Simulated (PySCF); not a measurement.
**1,1,1,2,3-pentafluoropropane (C3H3F5): a tour of settings**

Which settings matter for 1,1,1,2,3-pentafluoropropane (C3H3F5) (`FC[C@H](F)C(F)(F)F`), and how do bad ones show?

The runs use PySCF 2.14.0, with density-fitted response routines of our own; the level of theory stands in each step. All values are computed, except where a source is named. Atoms count from 0, in the outputs and in this text.

## Step 1: Starting geometry

11 atoms, charge 0, multiplicity 1; geometry from: GFN2-xTB, altered.

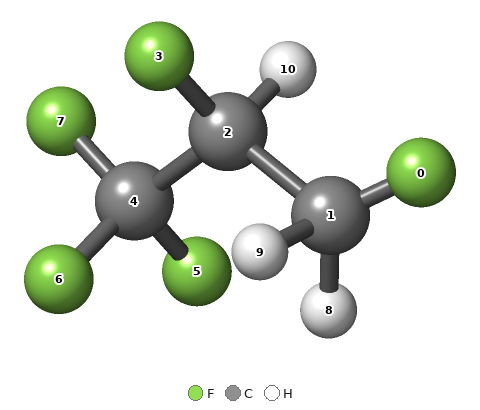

The starting geometry (fluorine green, carbon grey, hydrogen white), atoms numbered; sticks join atoms by distance.

## Step 2: Indirect couplings: BLYP/STO-3G

What the job is given:

```
{"job": {"kind": "j", "xc": "BLYP", "basis": "STO-3G", "scf": {"max_cycle": 81}}, "charge": 0, "multiplicity": 1}
F     -2.362500    -0.467630    -0.136584
C     -1.475530     0.157053    -0.024465
C     -0.027829    -0.566272     0.254307
F      0.114876    -0.828157     1.588848
C      1.253049     0.134164    -0.224219
F      1.198179     0.354081    -1.545822
F      1.424452     1.322670     0.359273
F      2.342235    -0.592629     0.008802
H     -1.140552     0.881635    -0.925042
H     -1.420285     0.981996     0.854103
H     -0.122413    -1.530411    -0.263194
```

Method: BLYP/STO-3G indirect spin-spin coupling, non-relativistic, gas phase.

The run is started by

```sh
$ OMP_NUM_THREADS=1 python probes_run.py task.json out
```

One launch serves the whole session: the jobs run in the order shown.

Log:

```text
final grid: 107760 points
cycle   1  E = -606.0213449265  dE =  1.790e+00  |g| = 8.492e-01  |ddm| = 4.447e+00
cycle   2  E = -605.6405495482  dE =  3.808e-01  |g| = 1.528e+00  |ddm| = 3.001e+00
cycle   3  E = -606.2445156494  dE = -6.040e-01  |g| = 1.497e-01  |ddm| = 1.944e+00
cycle   4  E = -606.2501575821  dE = -5.642e-03  |g| = 6.215e-02  |ddm| = 2.682e-01
cycle   5  E = -606.2513175742  dE = -1.160e-03  |g| = 8.258e-03  |ddm| = 8.730e-02
cycle   6  E = -606.2513403460  dE = -2.277e-05  |g| = 1.758e-03  |ddm| = 1.496e-02
cycle   7  E = -606.2513413679  dE = -1.022e-06  |g| = 4.258e-04  |ddm| = 3.187e-03
cycle   8  E = -606.2513414240  dE = -5.612e-08  |g| = 8.834e-05  |ddm| = 6.851e-04
cycle   9  E = -606.2513414266  dE = -2.621e-09  |g| = 2.542e-05  |ddm| = 1.772e-04
cycle  10  E = -606.2513414268  dE = -2.062e-10  |g| = 8.063e-06  |ddm| = 5.090e-05
converged SCF energy = -606.2513414268

Indirect spin-spin couplings (Hz)
  i      j    bonds     total        FC       PSO       DSO        SD
  0 F    1 C    1   -176.518  -141.451   -31.825     1.688    -4.930
  0 F    2 C    2      7.419     5.226    -1.017     0.113     3.096
  0 F    3 F    3     -0.350     0.903    -3.664    -0.296     2.706
  0 F    4 C    3      1.919     2.049     0.070    -0.115    -0.085
  0 F    7 F    4      4.195     0.039     2.910    -1.020     2.265
  0 F    8 H    2     25.210    22.919     4.717    -1.493    -0.933
  0 F    9 H    2     25.233    22.746     4.937    -1.567    -0.882
  0 F   10 H    3      2.257     0.818     0.763     0.679    -0.002
  1 C    2 C    1     19.150    19.267    -0.494     0.376         -
  1 C    3 F    2      8.952     5.409     1.588     0.288     1.667
  1 C    4 C    2      1.546     1.379     0.036     0.132         -
  1 C    5 F    3      0.188    -0.252     0.253     0.250    -0.063
  1 C    6 F    3     -0.213    -0.535     0.152     0.237    -0.068
  1 C    7 F    3     -0.587    -1.190     0.603    -0.176     0.176
  1 C    8 H    1    104.765   102.916     0.307     1.543         -
  1 C    9 H    1    108.139   106.289     0.332     1.518         -
  1 C   10 H    2     -3.169    -3.530     0.036     0.326         -
  2 C    3 F    1   -240.439  -233.241   -13.447     1.489     4.761
  2 C    4 C    1     35.106    35.320    -0.706     0.492         -
  2 C    5 F    2      9.386     8.289     0.301     0.322     0.475
  2 C    6 F    2     12.100     8.643     1.662     0.283     1.512
  2 C    7 F    2      8.197     5.679     1.186     0.260     1.073
  2 C    8 H    2      3.040     2.504     0.074     0.462         -
  2 C    9 H    2     -1.272    -1.737     0.039     0.426         -
  2 C   10 H    1     99.216    97.983    -0.450     1.683         -
  3 F    4 C    2      7.291     6.855    -0.311     0.483     0.264
  3 F    5 F    3     20.055    -8.821    15.332    -1.151    14.696
  3 F    6 F    3     -8.195     0.490    -7.701     0.442    -1.426
  3 F    7 F    3     -9.453     0.399    -9.164     0.529    -1.215
  3 F    8 H    3      6.605     5.502     2.447    -1.087    -0.258
  3 F    9 H    3      2.549     0.341     1.799     1.059    -0.650
  3 F   10 H    2     30.071    21.276    11.025     0.176    -2.404
  4 C    5 F    1   -255.903  -232.166   -26.913     1.927     1.249
  4 C    6 F    1   -259.624  -235.659   -26.958     1.958     1.034
  4 C    7 F    1   -263.515  -239.628   -26.682     1.951     0.845
  4 C    8 H    3      0.407    -0.152     0.000     0.559         -
  4 C    9 H    3      0.399     0.091     0.058     0.250         -
  4 C   10 H    2     -0.871    -1.466     0.104     0.490         -
  5 F    6 F    2     70.427   -29.540    46.677     0.567    52.724
  5 F    7 F    2     64.386   -29.939    41.948     0.510    51.867
  5 F    8 H    4     -0.353    -1.557    -0.630     1.927    -0.093
  5 F    9 H    4      0.816     0.236     1.114    -0.375    -0.159
  5 F   10 H    3     -0.352    -1.608     1.092     0.637    -0.474
  6 F    7 F    2     43.398   -31.561    25.445     0.528    48.987
  6 F    8 H    4      1.900     0.217     0.934     0.984    -0.235
  6 F    9 H    4      0.718     0.026    -0.462     1.206    -0.052
  6 F   10 H    3      1.364     1.230     1.880    -1.727    -0.018
  7 F    8 H    4     -0.219    -0.217     1.107    -1.046    -0.064
  7 F    9 H    4      0.668     0.605     1.173    -1.022    -0.089
  7 F   10 H    3      0.051    -1.513     1.427     0.554    -0.416
  8 H    9 H    2     -6.598    -7.134     0.170     0.366         -
  8 H   10 H    3     -0.234    -0.157     0.252    -0.329         -
  9 H   10 H    3      4.584     5.980     0.591    -1.988         -
```

Run time: 9.4 s. Hardware: 1 thread of Intel Xeon Platinum 8259CL at 2.50GHz, shared host.

The run ended normally, but its values are not to be used for the molecule: one atom of the first bond was moved so that the bond is 0.8 times as long; the basis STO-3G is minimal.

## Step 3: Spin-spin couplings: CAM-B3LYP/cc-pVDZ-PP

Settings changed since step 2:

```diff
@@ -1,4 +1,4 @@
-{"job": {"kind": "j", "xc": "BLYP", "basis": "STO-3G", "scf": {"max_cycle": 81}}, "charge": 0, "multiplicity": 1}
+{"job": {"kind": "j", "xc": "CAM-B3LYP", "basis": "cc-pVDZ-PP", "scf": {"conv": 0.1, "max_cycle": 76}}, "charge": 0, "multiplicity": 1}
 F     -2.362500    -0.467630    -0.136584
-C     -1.475530     0.157053    -0.024465
+C     -1.253788     0.313224     0.003565
 C     -0.027829    -0.566272     0.254307
```

Level: CAM-B3LYP/cc-pVDZ-PP.

Log:

```text
KeyError: 'Element f (Z=9) not found in basis cc-pVDZ-PP version 0'
```

Run time: 0.02 s. Hardware: 1 thread of Intel Xeon Platinum 8259CL at 2.50GHz, shared host.

Diagnosis: The basis cc-pVDZ-PP has no functions for an element of the molecule, so the input was refused before any integral. The remedy is to choose a basis that covers all elements.

## Step 4: Ultraviolet spectrum: KT2/6-311G**

Settings changed since step 3:

```diff
@@ -1,2 +1,2 @@
-{"job": {"kind": "j", "xc": "CAM-B3LYP", "basis": "cc-pVDZ-PP", "scf": {"conv": 0.1, "max_cycle": 76}}, "charge": 0, "multiplicity": 1}
+{"job": {"kind": "uv", "xc": "KT2", "basis": "6-311G**", "nstates": 1, "ntriplets": 5, "tda": false}, "charge": 0, "multiplicity": 1}
 F     -2.362500    -0.467630    -0.136584
```

With the program's defaults for keys left out, this is: TDDFT KT2/6-311G**, vertical, gas phase, core orbitals frozen in the response.

Log:

```text
coarse grid: 10552 points
cycle   1  E = -623.6296801209  dE =  1.227e+00  |g| = 1.406e+00  |ddm| = 2.661e+00
cycle   2  E = -622.7062224369  dE =  9.235e-01  |g| = 2.825e+00  |ddm| = 2.887e+00
cycle   3  E = -623.9095347710  dE = -1.203e+00  |g| = 1.933e-01  |ddm| = 2.183e+00
cycle   4  E = -623.9147732824  dE = -5.239e-03  |g| = 1.237e-01  |ddm| = 2.160e-01
cycle   5  E = -623.9171779170  dE = -2.405e-03  |g| = 3.362e-02  |ddm| = 8.160e-02
cycle   6  E = -623.9173713881  dE = -1.935e-04  |g| = 7.021e-03  |ddm| = 2.487e-02
cycle   7  E = -623.9173791836  dE = -7.796e-06  |g| = 2.408e-03  |ddm| = 6.004e-03
final grid: 107760 points
cycle   8  E = -623.9727157645  dE = -2.094e-04  |g| = 6.286e-02  |ddm| = 5.085e-02
cycle   9  E = -623.9712623003  dE =  1.453e-03  |g| = 1.146e-01  |ddm| = 9.887e-02
cycle  10  E = -623.9732584067  dE = -1.996e-03  |g| = 6.018e-03  |ddm| = 6.999e-02
cycle  11  E = -623.9732641404  dE = -5.734e-06  |g| = 2.393e-03  |ddm| = 5.526e-03
cycle  12  E = -623.9732649261  dE = -7.857e-07  |g| = 5.204e-04  |ddm| = 1.487e-03
cycle  13  E = -623.9732649735  dE = -4.739e-08  |g| = 1.026e-04  |ddm| = 4.330e-04
cycle  14  E = -623.9732649753  dE = -1.779e-09  |g| = 3.235e-05  |ddm| = 9.511e-05
cycle  15  E = -623.9732649754  dE = -1.576e-10  |g| = 7.540e-06  |ddm| = 2.359e-05
converged SCF energy = -623.9732649754

Static polarisability (au): isotropic 35.923, principal 34.116 34.618 39.035

Singlet excitations
state   eV       nm        f      main configurations
  1   8.7458    141.8   0.00235   H->L 0.96

Triplet excitations (Tamm-Dancoff, eV): 8.3388 8.5850 8.7478 8.8886 8.9530
```

Run time: 45 s. Hardware: 1 thread of Intel Xeon Platinum 8259CL at 2.50GHz, shared host.

Frontier orbitals and where they lie:

```
orbital     eV                       atoms
 HOMO−3  -9.92   F0 34 %, F3 33 %, F7 11 %
 HOMO−2  -8.86  F3 42 %, C2 15 %, H10 11 %
 HOMO−1  -8.53    F0 54 %, C1 14 %, H8 9 %
   HOMO  -8.19   F0 32 %, F3 22 %, C2 15 %
   LUMO   0.42   C2 36 %, C4 16 %, F3 14 %
 LUMO+1   0.68  C1 33 %, H10 19 %, C2 11 %
 LUMO+2   1.01   H8 29 %, H9 28 %, C1 14 %
```

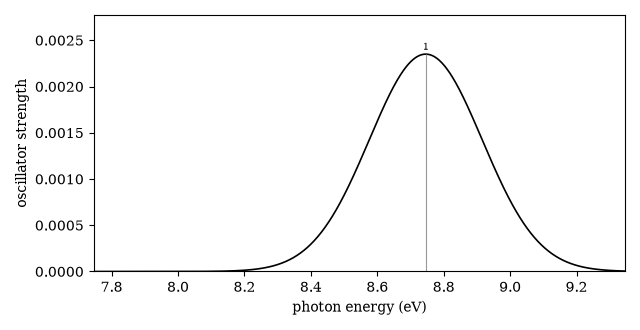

Absorption spectrum from the 1 singlet states computed; above the last one it falls off for lack of states. Lines are broadened to a width of 0.40 eV (Gaussian).

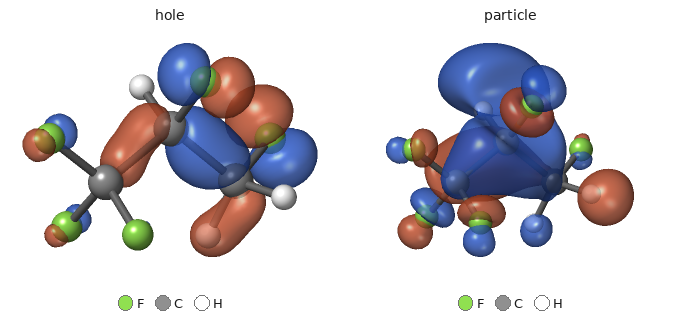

Leading natural transition orbitals of singlet state 1: the electron leaves the hole (left) for the particle orbital (right).

Ground-state properties from the same run:

```csv
property,computed
dipole moment (D),0.90
polarisability (Å³),5.32
HOMO–LUMO gap (eV),8.61
−ε(HOMO) (eV),8.19
```

The fields below are evaluated on a grid from the run's orbitals.

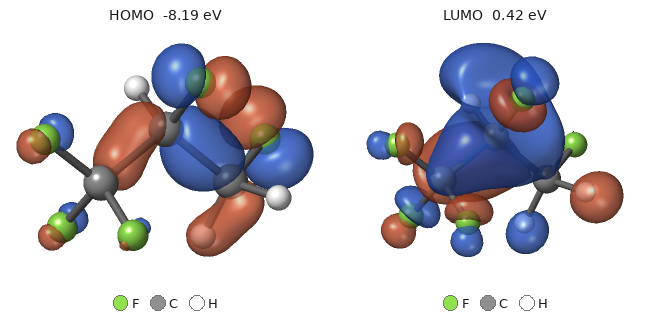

KT2/6-311G** orbitals near the gap, drawn at the value that encloses 70 % of each; the two colours are the two signs.

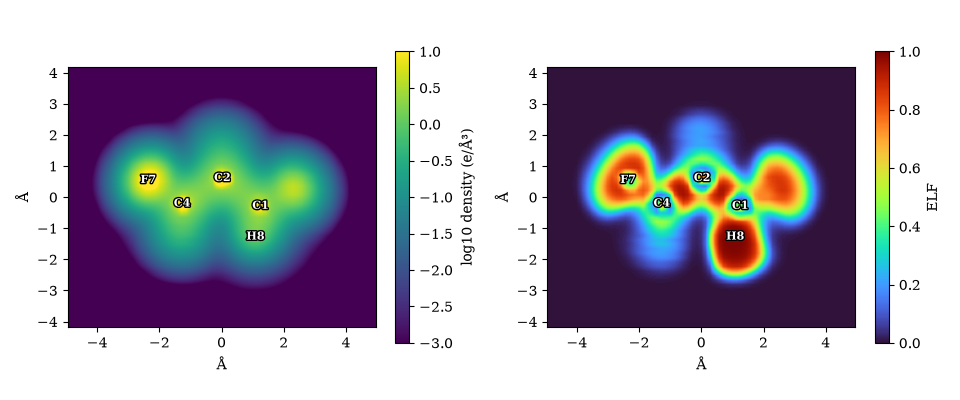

Density (left) and ELF (right) in a plane through or near 5 of the atoms.

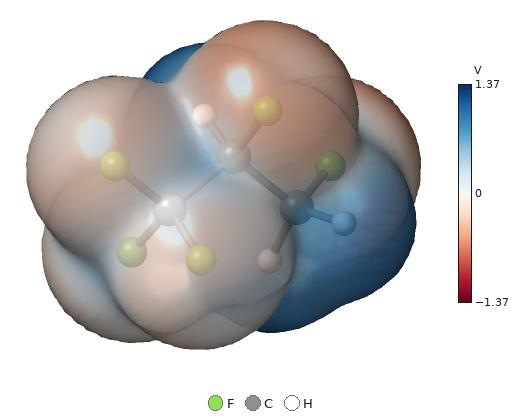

Electrostatic potential on the surface of density 0.002 e/bohr³; red is low, blue high. It runs, from the 1st to the 99th percentile, from -0.59 V near F0 to 1.37 V near H10.

## Step 5: Nuclear shieldings: HF/pcSseg-1

Settings changed since step 4:

```diff
@@ -1,2 +1,2 @@
-{"job": {"kind": "uv", "xc": "KT2", "basis": "6-311G**", "nstates": 1, "ntriplets": 5, "tda": false}, "charge": 0, "multiplicity": 1}
+{"job": {"kind": "nmr", "xc": "HF", "basis": "pcSseg-1", "pop": true, "scf": {"guess": "vsap"}}, "charge": 0, "multiplicity": 1}
 F     -2.362500    -0.467630    -0.136584
```

Level: GIAO HF/pcSseg-1 NMR shielding, non-relativistic, gas phase.

Log:

```text
final grid: 107760 points
cycle   1  E = -612.2980805216  dE = -7.644e-01  |g| = 9.320e-01  |ddm| = 1.939e+00
cycle   2  E = -612.4207782047  dE = -1.227e-01  |g| = 5.027e-01  |ddm| = 8.898e-01
cycle   3  E = -612.4650859964  dE = -4.431e-02  |g| = 7.560e-02  |ddm| = 2.811e-01
cycle   4  E = -612.4659496324  dE = -8.636e-04  |g| = 1.565e-02  |ddm| = 4.332e-02
cycle   5  E = -612.4660497611  dE = -1.001e-04  |g| = 3.204e-03  |ddm| = 2.354e-02
cycle   6  E = -612.4660541001  dE = -4.339e-06  |g| = 1.260e-03  |ddm| = 5.474e-03
cycle   7  E = -612.4660545939  dE = -4.938e-07  |g| = 3.413e-04  |ddm| = 1.553e-03
cycle   8  E = -612.4660546372  dE = -4.328e-08  |g| = 9.355e-05  |ddm| = 5.496e-04
cycle   9  E = -612.4660546399  dE = -2.694e-09  |g| = 1.738e-05  |ddm| = 1.072e-04
cycle  10  E = -612.4660546400  dE = -1.587e-10  |g| = 4.481e-06  |ddm| = 3.008e-05
converged SCF energy = -612.4660546400

GIAO shielding tensors (ppm)
atom      isotropic    diamagn.    paramagn.     s11        s22        s33       span
  0 F      453.513     470.573     -17.060    416.077    440.706    503.756     87.679
  1 C      115.427     241.188    -125.761     92.607     99.872    153.801     61.194
  2 C      107.240     241.035    -133.795     89.827    103.044    128.850     39.023
  3 F      433.624     472.177     -38.553    405.047    435.618    460.208     55.161
  4 C       80.017     238.608    -158.591     74.859     81.053     84.137      9.278
  5 F      302.835     473.523    -170.688    218.567    309.961    379.977    161.410
  6 F      308.859     473.269    -164.410    225.655    316.133    384.789    159.134
  7 F      302.043     470.379    -168.337    217.359    306.363    382.405    165.046
  8 H       27.289      28.248      -0.959     22.414     28.792     30.662      8.248
  9 H       26.977      27.687      -0.710     22.704     28.179     30.048      7.344
 10 H       26.995      27.967      -0.972     25.287     26.067     29.630      4.343
```

Run time: 17 s. Hardware: 1 thread of Intel Xeon Platinum 8259CL at 2.50GHz, shared host; peak memory 0.79 GiB.

The references, computed at this level on geometries of the same kind, shield at (ppm): ¹H TMS 32.15, ¹³C TMS 193.4, ¹⁹F CFCl3 241.4. Their shielding less the atom's gives the shift. The references are single molecules in the gas phase, so shifts against H2O, NH3, PH3, H3PO4 or CFCl3 are not on the usual liquid scales and can be off by tens of ppm. Atoms listed in one row are averaged.

```csv
atoms,environment,σ (ppm),δ (ppm)
C4,CF3 carbon,80.0,113.4
C2,sp3 CH bonded to F,107.2,86.1
C1,sp3 CH2 bonded to F,115.4,78.0
H9,hydrogen on an sp3 CH2 bonded to F,26.98,5.17
H10,hydrogen on an sp3 CH bonded to F,26.99,5.16
H8,hydrogen on an sp3 CH2 bonded to F,27.29,4.86
"F5, F6, F7",fluorine of a CF3 group,304.6,-63.1
F3,fluorine on an sp3 carbon,433.6,-192.2
F0,fluorine on an sp3 carbon,453.5,-212.1
```

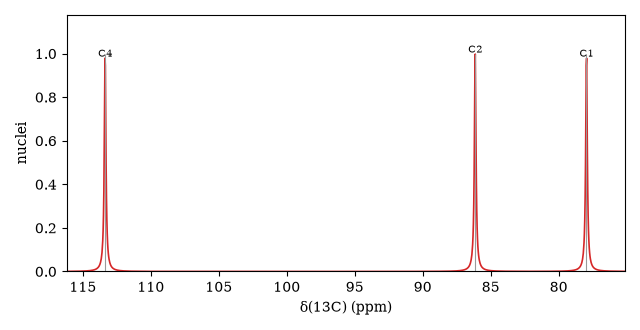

¹³C lines at the computed shifts, without couplings. Lines are broadened to a width of 0.14 ppm (Lorentzian).

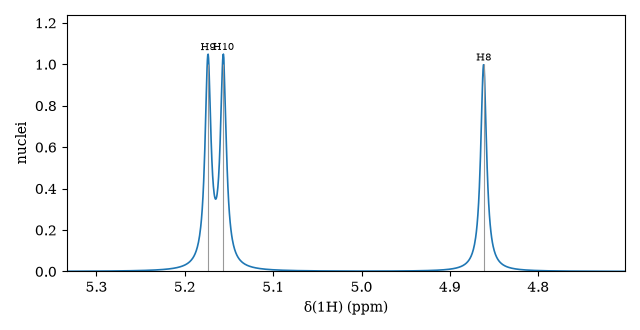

¹H lines at the computed shifts, without couplings. Lines are broadened to a width of 0.01 ppm (Lorentzian).

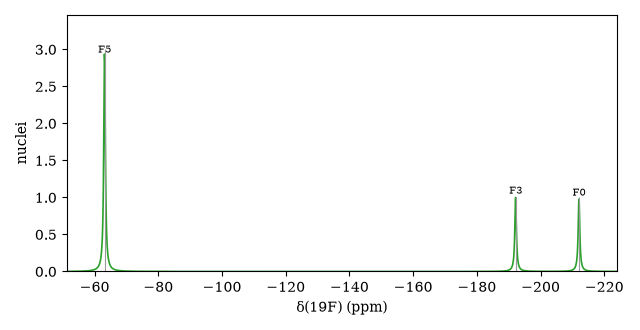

¹⁹F lines at the computed shifts, without couplings. Lines are broadened to a width of 0.60 ppm (Lorentzian).

Charges from the same density, by scheme (e):

```
     atoms  Mulliken    IAO  Hirshfeld  ESP fit
        F0     -0.41  -0.36      -0.15    -0.28
        C1      0.26   0.10       0.05     0.20
        C2      0.16   0.19       0.06     0.04
        F3     -0.40  -0.35      -0.13    -0.23
        C4      1.02   0.92       0.30     0.60
F5, F6, F7     -0.35  -0.32      -0.11    -0.21
```

IAO charges:

```
atom  value (e)
  F0      -0.36
  C1       0.10
  C2       0.19
  F3      -0.35
  C4       0.92
  F5      -0.33
  F6      -0.32
  F7      -0.31
  H8       0.14
  H9       0.15
 H10       0.16
```

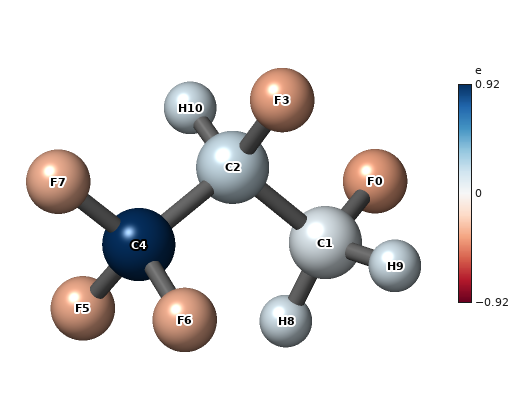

IAO charges, as colours on the atoms.

Mayer bond orders: F0–C1 0.80, C1–C2 0.97, C2–F3 0.80, C2–C4 0.97, C4–F5 0.89, C4–F6 0.91, C4–F7 0.92.

## Step 6: Ultraviolet spectrum: PBE0/def2-SVPD

Settings changed since step 5:

```diff
@@ -1,2 +1,2 @@
-{"job": {"kind": "nmr", "xc": "HF", "basis": "pcSseg-1", "pop": true, "scf": {"guess": "vsap"}}, "charge": 0, "multiplicity": 1}
+{"job": {"kind": "uv", "xc": "PBE0", "basis": "def2-SVPD", "nstates": 6, "ntriplets": 2, "tda": true, "scf": {"diis": false, "max_cycle": 93}}, "charge": 0, "multiplicity": 1}
 F     -2.362500    -0.467630    -0.136584
```

Method: TDA PBE0/def2-SVPD, vertical, gas phase, core orbitals frozen in the response.

Log:

```text
final grid: 107760 points
cycle   1  E = -614.1392583229  dE =  1.169e+00  |g| = 9.833e-01  |ddm| = 3.913e+00
cycle   2  E = -613.9213059486  dE =  2.180e-01  |g| = 1.545e+00  |ddm| = 2.092e+00
cycle   3  E = -613.6017487986  dE =  3.196e-01  |g| = 2.046e+00  |ddm| = 2.737e+00
cycle   4  E = -612.1367904312  dE =  1.465e+00  |g| = 3.687e+00  |ddm| = 4.643e+00
cycle   5  E = -610.7523948745  dE =  1.384e+00  |g| = 4.440e+00  |ddm| = 6.661e+00
cycle   6  E = -588.8410423568  dE =  2.191e+01  |g| = 1.027e+01  |ddm| = 1.781e+01
cycle   7  E = -500.9994049674  dE =  8.784e+01  |g| = 1.589e+01  |ddm| = 9.259e+01
cycle   8  E = -424.8967575503  dE =  7.610e+01  |g| = 2.021e+01  |ddm| = 1.274e+02
cycle   9  E = -268.3406889650  dE =  1.566e+02  |g| = 2.399e+01  |ddm| = 1.938e+02
cycle  10  E = -340.0124027958  dE = -7.167e+01  |g| = 1.696e+01  |ddm| = 1.973e+02
[... 73 cycles left out ...]
cycle  84  E = -339.0988562155  dE = -7.972e+01  |g| = 1.730e+01  |ddm| = 2.082e+02
cycle  85  E = -259.3754844411  dE =  7.972e+01  |g| = 2.439e+01  |ddm| = 2.082e+02
cycle  86  E = -339.0988562155  dE = -7.972e+01  |g| = 1.730e+01  |ddm| = 2.082e+02
cycle  87  E = -259.3754844411  dE =  7.972e+01  |g| = 2.439e+01  |ddm| = 2.082e+02
cycle  88  E = -339.0988562155  dE = -7.972e+01  |g| = 1.730e+01  |ddm| = 2.082e+02
cycle  89  E = -259.3754844411  dE =  7.972e+01  |g| = 2.439e+01  |ddm| = 2.082e+02
cycle  90  E = -339.0988562155  dE = -7.972e+01  |g| = 1.730e+01  |ddm| = 2.082e+02
cycle  91  E = -259.3754844411  dE =  7.972e+01  |g| = 2.439e+01  |ddm| = 2.082e+02
cycle  92  E = -339.0988562155  dE = -7.972e+01  |g| = 1.730e+01  |ddm| = 2.082e+02
cycle  93  E = -259.3754844411  dE =  7.972e+01  |g| = 2.439e+01  |ddm| = 2.082e+02
SCF not converged, last energy = -259.3754844411
```

Run time: 2.3 min. Hardware: 1 thread of Intel Xeon Platinum 8259CL at 2.50GHz, shared host; peak memory 0.73 GiB.

Diagnosis: The SCF swings between two densities 79.72 Eh apart: plain iteration without DIIS overshoots. The remedy is to turn DIIS on. Numbers printed on the way are no properties of the molecule.

## Step 7: Summary of results

```
                                                               quantity                                            value
                                          lowest singlet (KT2/6-311G**)                      8.75 eV (142 nm), f = 0.002
                                                         lowest triplet                                          8.34 eV
                                  surface potential, 1st and 99th percentile                               -0.59 V and 1.37 V
                                   ¹³C shifts against TMS (HF/pcSseg-1)                            113.4, 86.1, 78.0 ppm
                                    ¹H shifts against TMS (HF/pcSseg-1)                             5.17, 5.16, 4.86 ppm
¹⁹F shifts against CFCl3 (HF/pcSseg-1, means over atoms taken as alike)                        -63.1, -192.2, -212.1 ppm
                                          property runs in this session  5, of which 2 failed and 1 gave unsound results
```

Single values in the summary come from the first run of each kind that ended normally (HF/pcSseg-1; KT2/6-311G**), which need not be the best level. The lowest singlet, at 8.75 eV, is HOMO→LUMO 0.96 and is weak. The lowest triplet lies 0.41 eV below the lowest singlet (triplets in Tamm-Dancoff, singlets in full TDDFT). States above −ε(HOMO) lie where TDDFT describes them poorly and they hang on the basis; the brightest is among them. The basis of KT2/6-311G** has no diffuse functions, so Rydberg states are missing and the high states are unreliable. At HF/pcSseg-1: Shielding is most anisotropic at F5, F6, F7 (span 162 ppm, paramagnetic term -168 ppm).
